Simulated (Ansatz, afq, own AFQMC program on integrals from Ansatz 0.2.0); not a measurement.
# BH4 (doublet): AFQMC on the coupled-cluster ladder at distance B1–H4 along a hydrogen transfer = 1.339 Å, cc-pVTZ, part 2 of 2

Ansatz 0.2.0, Gaussian basis, and an in-house AFQMC program (afq) on its integrals; all values are calculated; cc-pVTZ, frozen cores.

### Step 9. CCSDT(Q) on UHF

Contents of in.yaml:

```yaml
crystal:
  periodic: [false, false, false]
  atoms:
    - {symbol: B, position_ang: [-0.176189, 0.000000, 0.000000]}
    - {symbol: H, position_ang: [-0.772923, 1.033571, 0.000000]}
    - {symbol: H, position_ang: [-0.772922, -1.033571, 0.000000]}
    - {symbol: H, position_ang: [1.162811, 0.000000, 0.000000]}
    - {symbol: H, position_ang: [2.272811, 0.000000, 0.000000]}
basis:
  gaussian: {orbitals: cc-pVTZ}
magnetization: {spin_polarized: true, initial_magnetization: 1}
correlation: {method: ccsdt_q, electrons: outside_noble_gas}
```

Launch:

```
ansatz run in.yaml --threads 1 --pin off --events-out ev --progress --plain --max-ram 24576MiB --backend cuda --devices 0, --max-vram 18GiB
```

Output, shortened:

```text
Functional definition: HF
  name "HF"
  cite "Fock, Z. Phys. 61, 126 (1930) doi:10.1007/BF01340294"
  parent pbe
[...]
1045 factors; integrals over basis functions are off by at most 2.1e-7 eV
[...]
mean field -731.17696616 eV, -26.8702578968 hartree, gradient 2.9e-6 eV, S^2 0.770231; 0 other end points of the search recorded, 0 dependent functions left out
1 core orbitals not correlated: weight in the atoms' cores, before any rotation towards them, 1.000 or more for the frozen orbitals, at most 0.000 for the correlated occupied ones
reference -731.17696616 eV, -26.8702578968 hartree; 4, 3 occupied and 81, 82 virtual orbitals, 1045 factors
second order -3.30278738 eV of doubles, -0.00000000 eV of singles
cycle   1  -3.78713343 eV  change   -4.8e-1 eV  update   5.5e-2
[...]
cycle  14  -4.10056289 eV  change    1.4e-7 eV  update   3.7e-7
perturbative correction -0.00187985 eV, -0.0000690830 hartree
Total energy: -735.27940889 eV, -27.0210198866 hartree
```

Wall time 8.5 s (1 × NVIDIA H100 80GB HBM3 with 1 thread of AMD EPYC 7R13 (Zen 3), shared host); peak host memory 1.6 GiB.

From the report: ⟨S²⟩ of the determinant 0.770 (pure doublet: 0.75); correlation -4.1024 eV; T1 0.013; largest double amplitude 0.05.

### Step 10. CCSD(T) on UHF

in.yaml: that of step 9 with these lines changed.

```diff
@@ -9,4 +9,4 @@
 basis:
-  gaussian: {orbitals: cc-pVTZ}
+  gaussian: {orbitals: def2-TZVPP}
 magnetization: {spin_polarized: true, initial_magnetization: 1}
-correlation: {method: ccsdt_q, electrons: outside_noble_gas}
+correlation: {method: ccsd_t, electrons: outside_noble_gas}
```

The command is unchanged.

Output, shortened:

```text
Functional definition: HF
  name "HF"
  cite "Fock, Z. Phys. 61, 126 (1930) doi:10.1007/BF01340294"
  parent pbe
[...]
485 factors; integrals over basis functions are off by at most 1.3e-3 eV
[...]
mean field -731.19121995 eV, -26.8707817140 hartree, gradient 3.3e-6 eV, S^2 0.770331; 1 other end points of the search recorded, 0 dependent functions left out
determinant -731.19121995 eV, -26.8707817140 hartree, with singles and doubles -735.30503994 eV, -27.0219618101 hartree
determinant -728.59406664 eV, -26.7753380901 hartree, with singles and doubles -733.27479839 eV, -26.9473518092 hartree
1 core orbitals not correlated: weight in the atoms' cores, before any rotation towards them, 1.000 or more for the frozen orbitals, at most 0.000 for the correlated occupied ones
reference -731.19121995 eV, -26.8707817140 hartree; 4, 3 occupied and 82, 83 virtual orbitals, 485 factors
second order -3.29983582 eV of doubles, -0.00000000 eV of singles
cycle   1  -3.98925104 eV  change   -3.3e-1 eV  update   1.7e-2
[...]
cycle   9  -3.99840776 eV  change   -1.6e-7 eV  update   3.4e-6
perturbative correction -0.08589482 eV, -0.0031565765 hartree
Total energy: -735.27552253 eV, -27.0208770654 hartree
```

It took 9 s on 1 × NVIDIA H100 80GB HBM3 with 1 thread of AMD EPYC 7R13 (Zen 3), shared host; peak host memory 1.6 GiB.

From the report: ⟨S²⟩ of the determinant 0.770 (pure doublet: 0.75); correlation -4.0843 eV; T1 0.013; largest double amplitude 0.05.

### Step 11. CCSD(T) on UHF

in.yaml: that of step 10 with these lines changed.

```diff
@@ -9,3 +9,3 @@
 basis:
-  gaussian: {orbitals: def2-TZVPP}
+  gaussian: {orbitals: "def2-QZVPP.json"}
 magnetization: {spin_polarized: true, initial_magnetization: 1}
```

Same command.

Output, shortened:

```text
Functional definition: HF
  name "HF"
  cite "Fock, Z. Phys. 61, 126 (1930) doi:10.1007/BF01340294"
  parent pbe
[...]
1037 factors; integrals over basis functions are off by at most 1.3e-3 eV
[...]
mean field -731.24248107 eV, -26.8726655255 hartree, gradient 2.4e-6 eV, S^2 0.770505; 0 other end points of the search recorded, 0 dependent functions left out
1 core orbitals not correlated: weight in the atoms' cores, before any rotation towards them, 1.000 or more for the frozen orbitals, at most 0.000 for the correlated occupied ones
reference -731.24248107 eV, -26.8726655255 hartree; 4, 3 occupied and 172, 173 virtual orbitals, 1037 factors
second order -3.49548200 eV of doubles, -0.00000000 eV of singles
cycle   1  -3.92753526 eV  change   -4.3e-1 eV  update   5.0e-2
[...]
cycle  10  -4.14126010 eV  change   -2.2e-7 eV  update   3.3e-6
perturbative correction -0.09474794 eV, -0.0034819226 hartree
Total energy: -735.47848912 eV, -27.0283359499 hartree
```

Wall time 7.5 s (1 × NVIDIA H100 80GB HBM3 with 1 thread of AMD EPYC 7R13 (Zen 3), shared host); peak host memory 1.6 GiB.

From the report: ⟨S²⟩ of the determinant 0.771 (pure doublet: 0.75); correlation -4.2360 eV; T1 0.013; largest double amplitude 0.03.

### Step 12. Phaseless AFQMC, CISD trial on UHF

It reads the integrals that the CCSD(T) run on this determinant wrote.

Launch:

```
afq ham --method phaseless --trial cisd --walkers 1900 --populations 20 --least-time 60 --time-step 0.005 --steps-per-block 50 --equilibration-blocks 28 --max-blocks 4000 --target-error 0.00016 --factor-cut 1e-05 --start spin_pure --seed 1300 --release-times 0.24,0.51,0.99,1.62,2.4 --release-step 0.03 --release-every 3 --taylor-order 6
```

Output:

```text
orbitals 85  electrons 4 3  factors 470 of 470
reference energy -26.87025776 Eh
CCSD correlation -0.14692661 Eh in 10 cycles, weight of the determinant in the CISD state 0.9294
energy of the start -27.016843 Eh
 block  time / (1/Eh)  mean weight  energy / Eh
     1     0.250  1.0001  -27.016413
     2     0.500  0.9995  -27.017358
     3     0.750  1.0002  -27.018182
     4     1.000  1.0000  -27.018999
     5     1.250  0.9998  -27.019467
     6     1.500  0.9998  -27.019619
     7     1.750  0.9999  -27.019960
     8     2.000  0.9998  -27.019965
     9     2.250  1.0000  -27.020415
    10     2.500  1.0003  -27.020342
    11     2.750  0.9997  -27.020452
    12     3.000  0.9999  -27.020787
    13     3.250  1.0001  -27.021016
    14     3.500  1.0000  -27.021044
    15     3.750  0.9996  -27.021126
    16     4.000  1.0000  -27.021088
    17     4.250  0.9998  -27.021182
    18     4.500  0.9999  -27.021024
    19     4.750  0.9997  -27.020925
    20     5.000  0.9999  -27.021524
    21     5.250  1.0000  -27.021149
    22     5.500  1.0002  -27.021343
    23     5.750  0.9999  -27.021645
    24     6.000  1.0001  -27.021497
    25     6.250  1.0000  -27.021353
    26     6.500  1.0003  -27.020989
    27     6.750  0.9997  -27.021091
    28     7.000  0.9997  -27.021380
    29     7.250  0.9998  -27.021096
    30     7.500  1.0000  -27.020857
    31     7.750  0.9998  -27.021036
    32     8.000  0.9996  -27.020859
    33     8.250  0.9997  -27.020976
    34     8.500  0.9997  -27.021250
    35     8.750  1.0000  -27.020930
    36     9.000  0.9998  -27.020803
    37     9.250  1.0002  -27.020825
    38     9.500  0.9994  -27.020518
    39     9.750  1.0001  -27.020534
    40    10.000  0.9998  -27.020654
    41    10.250  1.0000  -27.020713
    42    10.500  1.0002  -27.021032
    43    10.750  0.9995  -27.020677
    44    11.000  1.0001  -27.020947
    45    11.250  1.0001  -27.020916
    46    11.500  0.9999  -27.021200
    47    11.750  1.0001  -27.021066
    48    12.000  0.9998  -27.020960
    49    12.250  1.0004  -27.020973
    50    12.500  0.9997  -27.020925
    51    12.750  0.9999  -27.020633
    52    13.000  1.0005  -27.020955
    53    13.250  0.9999  -27.020510
    54    13.500  1.0005  -27.020690
    55    13.750  1.0004  -27.020977
    56    14.000  1.0002  -27.020852
    57    14.250  0.9998  -27.020986
    58    14.500  1.0001  -27.021087
    59    14.750  1.0000  -27.020904
    60    15.000  1.0003  -27.021107
    61    15.250  1.0000  -27.021115
    62    15.500  0.9994  -27.020816
    63    15.750  1.0002  -27.020480
    64    16.000  0.9996  -27.020661
    65    16.250  0.9996  -27.021050
    66    16.500  0.9999  -27.020520
    67    16.750  0.9999  -27.020637
    68    17.000  1.0003  -27.020560
    69    17.250  1.0002  -27.020903
    70    17.500  0.9996  -27.020646
    71    17.750  1.0001  -27.020440
    72    18.000  0.9993  -27.020521
    73    18.250  1.0001  -27.020399
    74    18.500  1.0000  -27.020444
    75    18.750  1.0001  -27.020727
    76    19.000  0.9998  -27.020878
    77    19.250  1.0001  -27.020829
    78    19.500  0.9999  -27.020894
error from the spread of 20 populations
released: time / (1/Eh)  energy / Eh  error  mean overlap
  0.24  -27.020925  0.000061  0.9976
  0.51  -27.020965  0.000048  0.9918
  0.99  -27.021006  0.000040  0.9879
  1.62  -27.020994  0.000046  0.9879
  2.40  -27.021066  0.000076  0.9889
energy -27.020819 +/- 0.000056 Eh
```

Run time: 43 s. Hardware: 1 × NVIDIA H100 80GB HBM3 with 2 threads of AMD EPYC 7R13 (Zen 3), shared host; peak host memory 1.8 GiB.

Energy -735.2740 ± 0.0015 eV. Caveats: constraint bias not in the error.

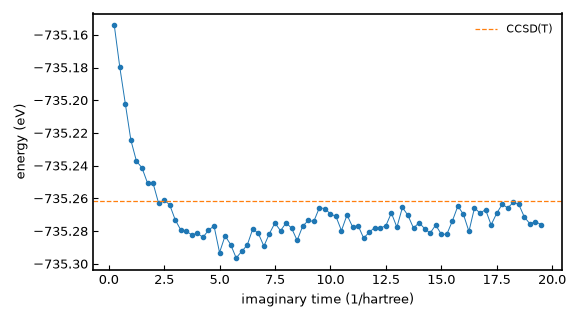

Block energies along the walk.

### Step 13. All levels side by side

On the UHF determinant, counted from CCSDT(Q) (a yardstick, not exact):

```
                                                level  energy (eV)  from CCSDT(Q) (kcal/mol)  statistical error (kcal/mol)  time
                                                   HF    -731.1770                    +94.60                                    
                                                  MP2    -734.4797                    +18.44                                    
                                                 CCSD    -735.1750                     +2.41                                    
                                              CCSD(T)    -735.2616                     +0.41                                    
                                             CCSDT(Q)    -735.2794                      0.00                                    
Phaseless AFQMC, CISD trial, step 0.005, 1900 walkers    -735.2740                     +0.13                          0.03  43 s
```

The functionals' totals stand on their own zeros and serve differences with other points: PBE -735.892 eV; r2SCAN -736.864 eV; PBE0 -736.207 eV; B3LYP -737.871 eV; wB97M-V -736.364 eV; B2PLYP -736.476 eV.

### Step 14. What came out

What follows sums up all 2 parts.

| quantity | value |
| --- | --- |
| CCSD(T) on UHF from CCSDT(Q) | +0.41 kcal/mol |
| Phaseless AFQMC, CISD trial on UHF from CCSDT(Q) | +0.13 ± 0.03 kcal/mol |

**Reading.** On UHF the phaseless walk with the CISD trial lies +0.13 kcal/mol from CCSDT(Q), 4 times its error bar. Error bars are statistical and leave out the constraint, the time step and what remains of the start.
